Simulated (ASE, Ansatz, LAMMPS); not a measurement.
## Localised basis functions on Σ7 (111) twist boundary in Si (84 atoms)

Aim: test how closely localised support functions follow the reference on Σ7 (111) twist boundary in Si (84 atoms), and at what cost. A setting counts as converged where the r.m.s. difference of forces stays under 1 % of the r.m.s. force.

Calculated with Ansatz 0.2.0; Kohn-Sham DFT, PBE, PAW (set soft_2), plane waves.

## 1. Starting point

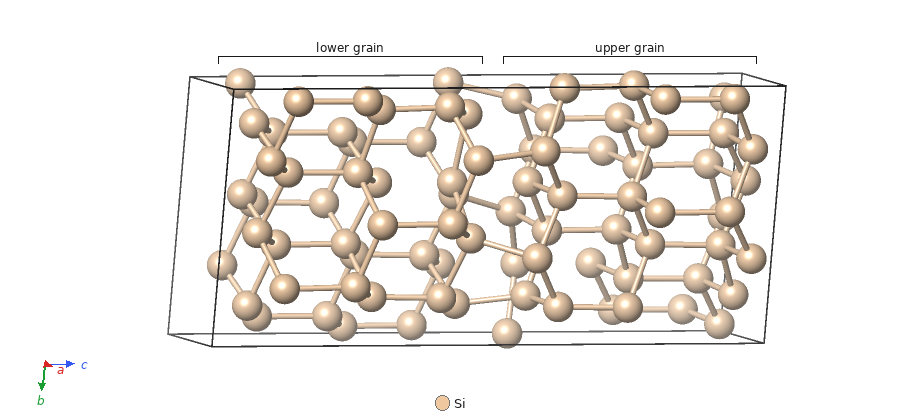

The cell as given, from the side, with the c axis across the page (silicon light orange).

The cell holds 84 atoms: 84 Si. Its edges and angles: a = 10.160 Å, b = 10.160 Å, c = 18.604 Å, α = 90.0°, β = 90.0°, γ = 120.0°. It derives from Si (diamond-structure). Diamond-structure Si (a = 5.431 Å); two grains turned against each other by 81.79 deg about [111]; 1 x 1 coincidence cells, 1 lattice periods a grain, two boundaries a cell, upper grain shifted by [0.256, 0.544] of the boundary cell and opened by 0.2 Å, one atom of each pair nearer than 1.293 Å removed; annealed from 300 K for 3 ps and minimised with a classical potential (one cell length free). Regions: lower grain, 42 atoms (42 Si); upper grain, 42 atoms (42 Si).

What the set-up can't give: The host structure and its lattice constant were typed by rule, without a check against the phase diagram. Sampling is at Γ alone, for a cell whose shortest periodic width is 9 Å.

## 2. Making the structure

A classical potential prepares the built cell, by minimisation and a short run of dynamics.

This step: classical potential: Stillinger-Weber (Stillinger and Weber, Phys. Rev. B 31, 5262 (1985)) (LAMMPS stable Jul 2025 - Update 4).

Contents of in.lammps:

```
units metal
atom_style atomic
boundary p p p
atom_modify map array
read_data structure.data
pair_style sw
pair_coeff * * Si.sw Si
thermo_style custom step temp pe press lx ly lz fmax
thermo 200
timestep 0.001
velocity all create 300 70555 dist gaussian
fix md all nvt temp 300 10 0.1
run 3000
unfix md
min_style cg
minimize 0 1e-4 3000 30000
fix box all box/relax z 0.0 vmax 0.001
minimize 0 1e-4 3000 30000
unfix box
minimize 0 1e-4 2000 20000
write_data relaxed.data nocoeff
```

Launch:

```sh
$ lmp -in in.lammps -log log.lammps -screen none -nocite
```

Numbers of over 12 decimals in the logs are rounded to 6 here.

Log:

```text
LAMMPS (22 Jul 2025 - Update 4)
  84 atoms
   Step          Temp          PotEng         Press            Lx             Ly             Lz            Fmax     
         0   300           -347.50157     -24357.96       10.160471      8.7992257      19.213536      2.2365008    
       200   375.68519     -352.34091     -32274.054      10.160471      8.7992257      19.213536      2.4507351    
       400   222.8513      -353.2826      -32190.383      10.160471      8.7992257      19.213536      2.393784     
       600   241.24048     -354.17762     -32992.291      10.160471      8.7992257      19.213536      1.4269861    
       800   251.62266     -354.03085     -33337.482      10.160471      8.7992257      19.213536      1.4694576    
      1000   191.55053     -354.08458     -32240.721      10.160471      8.7992257      19.213536      1.7028755    
      1200   174.17014     -354.64581     -32143.654      10.160471      8.7992257      19.213536      1.26708      
      1400   150.38675     -354.62344     -32867.552      10.160471      8.7992257      19.213536      1.5483697    
      1600   148.2172      -355.13256     -35139.645      10.160471      8.7992257      19.213536      1.0971112    
      1800   126.73692     -355.08329     -34441.987      10.160471      8.7992257      19.213536      1.4131186    
[... 16 lines left out ...]
  Force max component initial, final = 0.6950124 1.755804e-05
  Iterations, force evaluations = 48 96
   Step          Temp          PotEng         Press            Lx             Ly             Lz            Fmax     
[... 1 line left out ...]
      3200   25.050747     -357.62959     -455.77236      10.160471      8.7992257      18.603704      0.00024016157
      3310   25.050747     -357.62959     -456.81971      10.160471      8.7992257      18.603717      1.4427705e-05
Loop time of 0.113955 on 1 procs for 262 steps with 84 atoms
Minimization stats:
  Stopping criterion = force tolerance
  Energy initial, next-to-last, final = 
     -356.599817108856  -357.629590982246  -357.629590982251
  Force two-norm initial, final = 64.184043 9.6095991e-05
  Force max component initial, final = 64.184043 5.5769999e-05
  Iterations, force evaluations = 262 489
   Step          Temp          PotEng         Press            Lx             Ly             Lz            Fmax     
      3310   25.050747     -357.62959     -456.81971      10.160471      8.7992257      18.603717      1.4427705e-05
      3311   25.050747     -357.62959     -456.77721      10.160471      8.7992257      18.603717      1.0748376e-05
Loop time of 0.000383653 on 1 procs for 1 steps with 84 atoms
Minimization stats:
  Stopping criterion = force tolerance
  Energy initial, next-to-last, final = 
     -357.629590982251  -357.629590982251  -357.629590982392
  Force two-norm initial, final = 7.8256927e-05 4.9347083e-05
  Force max component initial, final = 1.4427705e-05 1.0748376e-05
  Iterations, force evaluations = 1 2
```

Wall time 1.4 s (1 thread of Intel Xeon at 2.80GHz (Skylake/Cascade Lake), shared host).

## 3. Plane-wave single point

This run is the reference for what follows, at a cutoff of 420 eV.

Contents of input.yaml:

```yaml
crystal:
  lattice:
    - [10.16047, 0.0, 0.0]
    - [-5.08024, 8.79923, 0.0]
    - [0.0, 0.0, 18.60372]
  atoms:
    - { symbol: Si, position: [0.87375, 0.28911, 0.44911] }
    - { symbol: Si, position: [0.87484, 0.28755, 0.07303] }
    - { symbol: Si, position: [0.84229, 0.05771, 0.11633] }
    - { symbol: Si, position: [0.84229, 0.05771, 0.24151] }
    - { symbol: Si, position: [0.77055, 0.59638, 0.45531] }
    - { symbol: Si, position: [0.74049, 0.57166, 0.06996] }
    - { symbol: Si, position: [0.98791, 0.778, 0.10794] }
    - { symbol: Si, position: [0.98702, 0.77241, 0.23579] }
    - { symbol: Si, position: [0.45269, 0.12945, 0.45531] }
    - { symbol: Si, position: [0.45804, 0.15951, 0.06996] }
    - { symbol: Si, position: [0.69372, 0.33986, 0.12003] }
    - { symbol: Si, position: [0.69427, 0.3423, 0.24631] }
    - { symbol: Si, position: [0.93823, 0.53494, 0.27984] }
    - { symbol: Si, position: [0.94052, 0.53244, 0.40583] }
    - { symbol: Si, position: [0.6478, 0.10082, 0.28164] }
    - { symbol: Si, position: [0.64437, 0.09204, 0.40713] }
    - { symbol: Si, position: [0.61089, 0.85778, 0.44911] }
    - { symbol: Si, position: [0.61245, 0.86043, 0.07303] }
    - { symbol: Si, position: [0.30362, 0.44731, 0.45531] }
    - { symbol: Si, position: [0.32835, 0.44196, 0.06996] }
    - { symbol: Si, position: [0.56014, 0.627, 0.12003] }
    - { symbol: Si, position: [0.5577, 0.62511, 0.24631] }
    - { symbol: Si, position: [0.79918, 0.82012, 0.28164] }
    - { symbol: Si, position: [0.80796, 0.82548, 0.40713] }
    - { symbol: Si, position: [0.04222, 0.02625, 0.44911] }
    - { symbol: Si, position: [0.03957, 0.02516, 0.07303] }
    - { symbol: Si, position: [0.273, 0.20628, 0.12003] }
    - { symbol: Si, position: [0.2749, 0.20574, 0.24631] }
    - { symbol: Si, position: [0.50895, 0.39105, 0.29766] }
    - { symbol: Si, position: [0.50895, 0.39105, 0.43383] }
    - { symbol: Si, position: [0.17562, 0.72438, 0.45143] }
    - { symbol: Si, position: [0.17563, 0.72439, 0.05689] }
    - { symbol: Si, position: [0.41695, 0.91209, 0.10795] }
    - { symbol: Si, position: [0.41226, 0.91299, 0.2358] }
    - { symbol: Si, position: [0.122, 0.48305, 0.10794] }
    - { symbol: Si, position: [0.12759, 0.48774, 0.23579] }
    - { symbol: Si, position: [0.36506, 0.67643, 0.27984] }
    - { symbol: Si, position: [0.36756, 0.68122, 0.40583] }
    - { symbol: Si, position: [0.07988, 0.2522, 0.28164] }
    - { symbol: Si, position: [0.07453, 0.25563, 0.40713] }
    - { symbol: Si, position: [0.22357, 0.96177, 0.27984] }
    - { symbol: Si, position: [0.21878, 0.95948, 0.40583] }
    - { symbol: Si, position: [0.50895, 0.39106, 0.96547] }
    - { symbol: Si, position: [0.50895, 0.39105, 0.57093] }
    - { symbol: Si, position: [0.80973, 0.255, 0.94932] }
    - { symbol: Si, position: [0.81082, 0.25765, 0.57324] }
    - { symbol: Si, position: [0.74405, 0.43421, 0.61652] }
    - { symbol: Si, position: [0.74634, 0.439, 0.74251] }
    - { symbol: Si, position: [0.07212, 0.09027, 0.94932] }
    - { symbol: Si, position: [0.07368, 0.08917, 0.57324] }
    - { symbol: Si, position: [0.0402, 0.28995, 0.61522] }
    - { symbol: Si, position: [0.03677, 0.29531, 0.74072] }
    - { symbol: Si, position: [0.99031, 0.49032, 0.77605] }
    - { symbol: Si, position: [0.99085, 0.48843, 0.90232] }
    - { symbol: Si, position: [0.35622, 0.95591, 0.9524] }
    - { symbol: Si, position: [0.38095, 0.98598, 0.56705] }
    - { symbol: Si, position: [0.31701, 0.15594, 0.61652] }
    - { symbol: Si, position: [0.31951, 0.15365, 0.74252] }
    - { symbol: Si, position: [0.27231, 0.34301, 0.78656] }
    - { symbol: Si, position: [0.26762, 0.33743, 0.91441] }
    - { symbol: Si, position: [0.645, 0.82788, 0.94932] }
    - { symbol: Si, position: [0.64235, 0.82632, 0.57324] }
    - { symbol: Si, position: [0.61005, 0.02339, 0.61522] }
    - { symbol: Si, position: [0.60469, 0.01461, 0.74072] }
    - { symbol: Si, position: [0.55698, 0.20244, 0.78656] }
    - { symbol: Si, position: [0.56257, 0.20334, 0.91442] }
    - { symbol: Si, position: [0.94408, 0.67346, 0.9524] }
    - { symbol: Si, position: [0.91402, 0.66812, 0.56705] }
    - { symbol: Si, position: [0.87661, 0.8598, 0.61522] }
    - { symbol: Si, position: [0.88539, 0.86323, 0.74072] }
    - { symbol: Si, position: [0.84228, 0.05771, 0.78084] }
    - { symbol: Si, position: [0.84228, 0.05772, 0.90602] }
    - { symbol: Si, position: [0.17562, 0.72438, 0.58853] }
    - { symbol: Si, position: [0.17562, 0.72438, 0.72469] }
    - { symbol: Si, position: [0.12687, 0.90969, 0.77605] }
    - { symbol: Si, position: [0.12442, 0.90915, 0.90232] }
    - { symbol: Si, position: [0.22653, 0.54377, 0.9524] }
    - { symbol: Si, position: [0.23188, 0.51905, 0.56704] }
    - { symbol: Si, position: [0.46579, 0.58299, 0.61652] }
    - { symbol: Si, position: [0.461, 0.58049, 0.74251] }
    - { symbol: Si, position: [0.40967, 0.77313, 0.77605] }
    - { symbol: Si, position: [0.41157, 0.77557, 0.90232] }
    - { symbol: Si, position: [0.69756, 0.62769, 0.78656] }
    - { symbol: Si, position: [0.69666, 0.63238, 0.91441] }
kpoints:
  mp_grid: { grid: [1, 1, 1] }
hamiltonian:
  xc: pbe
scf:
  occupations: { method: fermi_dirac, width: 0.05 }
output:
  forces: true
  stress: true
  populations: intrinsic
  dos:
    method: { smearing: { sigma: 0.1 } }
    de: 0.1
    projected:
      site_lists:
        Si: [Si]
        lower_grain: [0, 1, 2, 3, 4, 5, 6, 7, 8, 9, 10, 11, 12, 13, 14, 15, 16, 17, 18, 19, 20, 21, 22, 23, 24, 25, 26, 27, 28, 29, 30, 31, 32, 33, 34, 35, 36, 37, 38, 39, 40, 41]
        upper_grain: [42, 43, 44, 45, 46, 47, 48, 49, 50, 51, 52, 53, 54, 55, 56, 57, 58, 59, 60, 61, 62, 63, 64, 65, 66, 67, 68, 69, 70, 71, 72, 73, 74, 75, 76, 77, 78, 79, 80, 81, 82, 83]
  eigenvalues: true
  write_density: true
  write_potential: true
  volumetric_format: npy
```

Launch:

```sh
$ ansatz run input.yaml --threads 8 --pin off --max-ram 15872MiB --backend cpu --events-out ev --progress --plain --runs-dir out
```

Log:

```text
Warning: the atoms were moved onto the symmetric positions of the space group found under crystal.symmetry.tolerance 1.0e-5 (fractional; no operation is sought that the atoms, as they stand in a round, miss by more than twice it, and no atom is moved by as much as it), and the run uses the moved positions. [...]
Warning: at least one further symmetry operation maps every atom of the structure, as the run holds it, onto an atom to within 2.52e-5 (fractional), and is not used: no operation is sought that the atoms, as the run holds them, miss by more than 2.00e-5, twice crystal.symmetry.tolerance (1.0e-5). [...]
Engine: ansatz 0.2.0, aarch64-unknown-linux-gnu
Pseudopotentials: kind: paw
Pseudopotential: Si, paw, valence charge 4, recommended cutoff 420 eV (normal), Si.paw.azcp
[... 5 lines on functional and potentials left out ...]
Crystal: 84 atoms, lattice volume = 1663.253 Å³
Basis set: ecut = 420 eV, 32523 PW (Γ), exchange–correlation on 144×144×250 points (8 copies of the dense FFT grid, shifted against one another)
Bands: 252, of which v1, the nominal top of the filled ones, is band 168 counted from 1 (167 counted from 0)
Symmetry: 2 space group operations
Space group: C2 (ITA 5), of the structure as read, at distance tolerance 1.2e-4 Å
k-points: 1
[... 3 lines on functional and potentials left out ...]
Initial density: superposition of atomic densities (neutral atoms: chi_scale 0, normalization atom), corrected by the library's trained network
Initial wavefunctions: pseudopotential atomic-orbital guess
Functional: x = pbe(κ = 0.804, μ = 0.219515), c = pbe(β = 0.066725)
SCF iter   1: F=—  HF=-53396.584966 eV  |F-HF|=—  |Δ(HF+E_count)|=         —  Δρ=3.19e-3  dr2=1.15e0  ethr=1.77e-3  ⟨swp⟩=7.0  Hψ=1159  notcnv=0  defer=53
preconditioner: auto → Resta (q_TF=auto, 2.090 Å⁻¹)  ε∞=5.7  [insulator: Δε(μ)=0.416 eV  Ē_g=7.725 eV  σ=0.050 eV  W_gap=0.97  n_scr=246 (ndim 8)  ℏωp=16.7 eV  f_vac=0.000  D(μ)=1.55/eV (n_scr^D=2)  ε∞_Penn≈5.7]
SCF iter   2: F=—  HF=-53396.493139 eV  |F-HF|=—  |Δ(HF+E_count)|=   9.18e-2  Δρ=1.67e-3  dr2=1.74e-1  ethr=3.43e-4  ⟨swp⟩=1.0  Hψ=290  notcnv=0  defer=56
SCF iter   3: F=—  HF=-53396.477194 eV  |F-HF|=—  |Δ(HF+E_count)|=   1.59e-2  Δρ=4.35e-4  dr2=5.23e-3  ethr=5.19e-5  ⟨swp⟩=2.0  Hψ=258  notcnv=0  defer=58
SCF iter   4: F=—  HF=-53396.478202 eV  |F-HF|=—  |Δ(HF+E_count)|=   1.01e-3  Δρ=9.41e-5  dr2=2.89e-4  ethr=1.56e-6  ⟨swp⟩=2.0  Hψ=310  notcnv=0  defer=58
SCF iter   5: F=—  HF=-53396.478358 eV  |F-HF|=—  |Δ(HF+E_count)|=   1.56e-4  Δρ=2.42e-5  dr2=2.32e-5  ethr=8.61e-8  ⟨swp⟩=2.0  Hψ=339  notcnv=0  defer=58
SCF iter   6: F=—  HF=-53396.477977 eV  |F-HF|=—  |Δ(HF+E_count)|=   3.81e-4  Δρ=5.53e-6  dr2=1.12e-6  ethr=6.91e-9  ⟨swp⟩=3.0  Hψ=422  notcnv=0  defer=64
SCF iter   7: F=-53396.477978 eV  HF=-53396.477978 eV  |F-HF|=1.12e-8  |Δ(HF+E_count)|=   4.93e-7  Δρ=1.25e-6  dr2=6.05e-8  ethr=2.98e-11  ⟨swp⟩=18.0  Hψ=2214  notcnv=0
SCF 1 converged in 7 iterations: F = -53396.477978 eV  dr2 = 6.05e-8
  greatest PAW one-centre occupation: 0.661 electrons in one spin orbital (limit 2), on the Si atom at site 43 (counted from 0), in its partial waves of l = 0
SCF converged after 7 iterations
Free energy (F): -53396.477978 eV
Harris-Foulkes:  -53396.477978 eV  (|F-HF|=1.12e-8)
Internal energy: -53396.443019 eV  (E = F + TS)
E sigma→0 (E₀):  -53396.460499 eV
Entropy (-TS):   -0.034959 eV (-0.416 meV/atom)
Fermi energy:    6.566754 eV
--- Per-component energies (eV) ---
  E_band       = 440.830966
  E_kinetic    = 3378.592143
  E_local      = -2167.938797  (includes V_loc(G=0)·N_el)
  E_nonlocal   = 2170.860010
  E_hartree    = 591.203905
  E_xc         = -4629.314769
  E_vxc        = -3918.473069  (∫ρ·V_xc dr)
  E_paw        = -43069.881357  (= ΣΔE_a)
  E_vpaw       = -204.617885  (= ΣTr[D̂ρ^β])
  E_aug_tail   = 0.000517  (compensation charges beyond the density's cutoff)
  E_ewald      = -9669.964671
  E_smearing   = -0.034959  (= −TS)
  E_closure    = -0.000000  (closes the sum)
  Σ components = -53396.477978   (vs F -53396.477978, Δ=0.00e0)
--- Forces (eV/Å), atoms counted from 1 ---
  atom   1  Si    -0.17552176     0.02899352     0.03385956
  atom   2  Si     0.10234390     0.11250664    -0.09738258
  atom   3  Si    -0.00064730     0.00035016     0.11270182
  atom   4  Si     0.00002258     0.00037020     0.00366518
  atom   5  Si     0.17951742     0.17123582    -0.09740116
  atom   6  Si     0.63072581     0.29981590    -0.13644308
  atom   7  Si     0.25990685    -0.34344495     0.25989616
  atom   8  Si    -0.06620835     0.26491448    -0.09743976
  atom   9  Si     0.05722430    -0.24109248    -0.09725989
  atom  10  Si    -0.05617420    -0.69666670    -0.13619753
  atom  11  Si    -0.06841764     0.10502045    -0.10471885
  atom  12  Si    -0.05890465    -0.01577874     0.22019837
  atom  13  Si     0.24046913    -0.02829277    -0.08114328
  atom  14  Si     0.02517781    -0.07050184    -0.21698423
[...]
atom  83  Si    -0.19639208     0.18906035     0.09724887
  atom  84  Si     0.16727517    -0.39612651    -0.25916825
  max |Σ_I F_I| component: 1.22e-6 eV/Å
--- Stress (GPa, compression-positive) ---
       -0.443822       0.000037       0.000409
        0.000037      -0.443779      -0.000236
        0.000410      -0.000236       2.516326
  P = ⅓ Tr σ = 0.5429 GPa (5.429 kbar)
--- Band table (eV) ---
  k-point 0: bands = ["-5.6935", "-5.4120", "-5.2059", "-4.3238", [... 236 levels ...], "9.9974", "10.0271", "10.0271", "10.1123", "10.1123", "10.1217", "10.1667", "10.1667", "10.1683", "10.3088", "10.3088", "10.3846"]
--- intrinsic populations: 84 sites ---
  site symbol       q [e]
     0     Si      4.0107
     1     Si      4.0050
     2     Si      4.0041
[...]
83     Si      3.9684
  spilling = 0.000000 (of n_electrons = 336.000000)
```

It took 10 s on 8 threads of Arm Neoverse V1, shared host; peak memory 1.6 GiB; 72 s of CPU time.

In the SCF lines HF is the Harris–Foulkes energy and dr2 the Hartree energy of the density residual, in eV; the loop may stop once dr2 is under the threshold and the program's other checks hold. Hψ counts applications of the Hamiltonian.

The program notes that the atoms just miss a symmetry operation and positions were snapped to a detected symmetry.

Numbers from this run:

| Property | Result |
| --- | --- |
| free energy | -53396.4780 eV |
| free energy per atom | -635.6724 eV/atom |
| SCF cycles | 7 |
| pressure | 0.5429 GPa |
| r.m.s. force component | 0.1951 eV/Å |
| longest force | 0.9176 eV/Å |
| Fermi energy | 6.567 eV |
| spacing of highest filled and lowest empty level | 0.3369 eV |
| levels partly filled by over 2 per cent | 2 |

Neighbours are counted within 2.68 Å (Si-Si).

Length of the force by element and coordination:

```csv
element,coordination,atoms,mean length of the force (eV/Å),spread,least,most
Si,all,84,0.281,0.187,0.0037,0.918
Si,3,8,0.632,0.138,0.393,0.712
Si,4,74,0.226,0.103,0.0037,0.503
Si,5,2,0.918,0,0.918,0.918
```

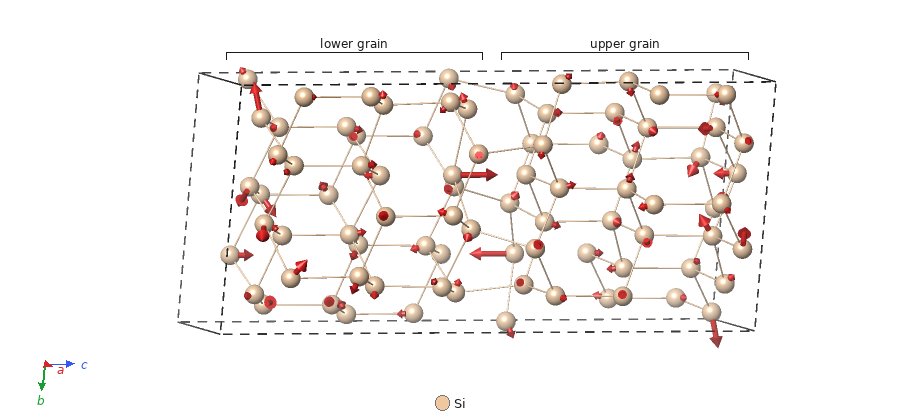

Forces as arrows; the longest in the cell is 0.918 eV/Å.

Intrinsic-atomic-orbital charges by element and coordination:

```csv
element,coordination,atoms,mean charge (e),spread,least,most
Si,all,84,0,0.0222,-0.0656,0.0456
Si,3,8,-0.0307,0.0201,-0.0656,-0.0191
Si,4,74,0.0026,0.0197,-0.0388,0.0456
Si,5,2,0.0274,0,0.0274,0.0274
```

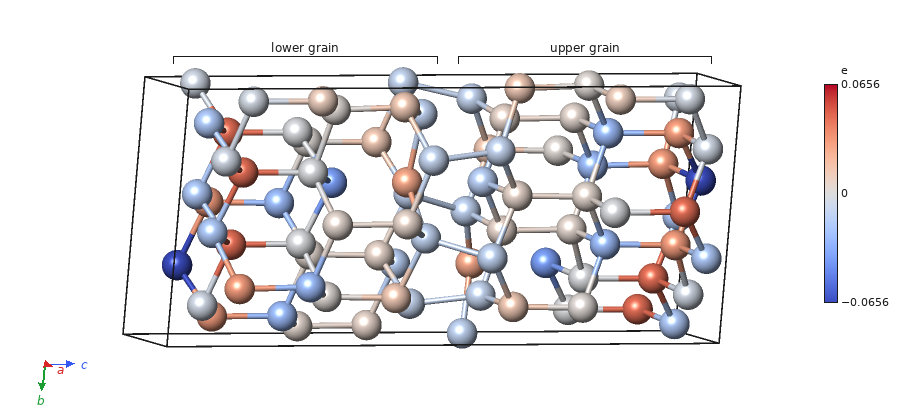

Atoms coloured by intrinsic-atomic-orbital charge.

By region:

```csv
region,atoms,mean length of the force (eV/Å),net charge (e)
lower grain,42,0.281,0
upper grain,42,0.281,0
```

States in the cell by windows of 1 eV, zero at the Fermi level; the larger projections on atomic orbitals stand beside the total:

```csv
from (eV),to (eV),total,Si p,lower grain,upper grain,Si s
-13,-12,2.7,0.1,1.3,1.3,2.5
-12,-11,3.4,0.5,1.7,1.7,2.9
-11,-10,39.7,12.3,19.8,19.8,27.2
-10,-9,25.8,8.7,12.8,12.8,16.9
-9,-8,12.4,4.1,6.2,6.2,8.2
-8,-7,17.0,8.2,8.5,8.5,8.8
-7,-6,23.9,12.8,11.9,11.9,11.0
-6,-5,32.4,19.2,16.1,16.1,12.9
-5,-4,19.5,16.7,9.7,9.7,2.6
-4,-3,61.4,57.6,30.4,30.4,3.3
-3,-2,44.4,40.8,21.9,21.9,3.1
-2,-1,28.1,27.1,13.8,13.8,0.5
-1,0,25.2,23.0,12.2,12.2,1.5
0,1,12.5,8.0,5.8,5.8,3.5
1,2,34.9,20.5,15.1,15.1,9.7
2,3,68.1,42.0,26.9,26.9,11.8
```

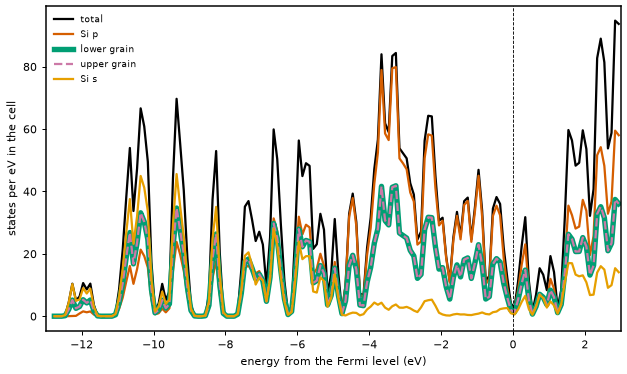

Total and projected density of states, with the broadening of the input.

The levels nearest the highest filled one (over half full), pooled over k-points and spins:

```csv
level less the highest filled one (eV),occupation
-0.318,2
-0.318,2
-0.194,2.00
-0.194,2.00
-0.148,2.00
0,1.93
0.337,0.066
0.494,0.003
0.494,0.003
0.506,0.002
0.884,0
0.995,0
```

Planar average of the electrostatic potential energy along the normal, with the Fermi level as zero, after a running mean with a triangular window 4 Å wide at its base:

```csv
height (Å),potential energy (eV)
0.0,-4.84
0.7,-5.27
1.5,-6.30
2.2,-5.64
3.0,-4.01
3.7,-4.20
4.5,-5.83
5.2,-5.95
6.0,-4.34
6.7,-3.92
7.4,-5.47
8.2,-6.27
8.9,-5.30
9.5,-4.72
10.3,-5.61
11.0,-6.27
11.8,-5.05
12.5,-3.79
13.2,-4.75
14.0,-6.15
14.7,-5.48
15.5,-3.93
16.2,-4.33
17.0,-5.98
17.7,-6.16
18.5,-5.00
```

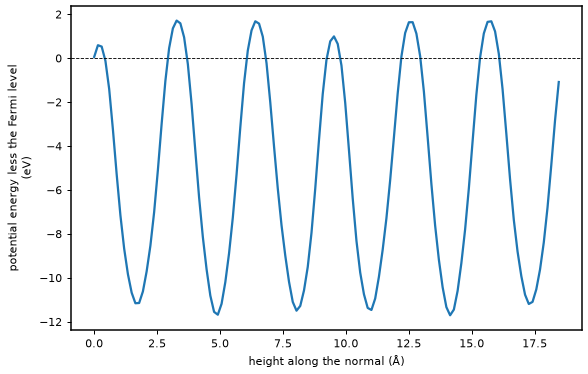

Planar average of the electrostatic potential energy; the dashed line is the Fermi level.

[end of part 1 of 2]

[Logs are printed without paths, hosts, clocks, repeated set-up lines and the standing remarks that a program may print on its own settings, such as how far it seeks lower states.]

[Hosts, paths, dates, database ids (printed as entryN), source tags and the programs' standing remarks are cut or masked in the printed files.]
